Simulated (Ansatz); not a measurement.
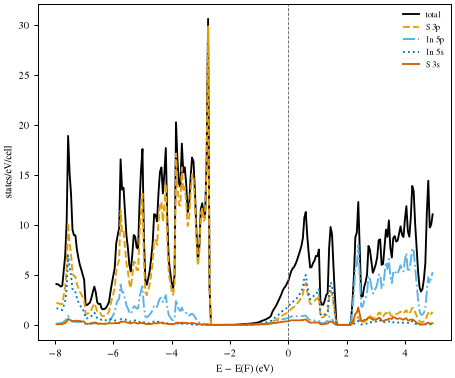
Figure: Total and projected density of states of In3S4 in space group Fd-3m (No. 227; In on 8a, In on 16d, S on 32e), DFT-r²SCAN in the program Ansatz with PAW potentials

Which orbitals carry the states next to the Fermi level?

Within 0.5 eV of the Fermi level: In 5s 42 %, S 3p 31 %, In 5p 14 %, S 3s 8 %. Projections are on Löwdin-orthogonalised atomic valence shells; empty p or d shells of many metals are not among them.

Where is the tallest occupied peak in this window, and what makes it?

Near -2.8 eV, about 31 states/eV per cell; the largest projected share is S 3p.

The workflow started from an entry of the Crystallography Open Database (COD). Its standing as an ambient phase is unchecked. The r²SCAN relaxation kept the symmetry of its start; its stability against distortions is not shown here. Spin–orbit coupling is left out wherever it is not named.

Potentials: the later of the program's two PAW sets.
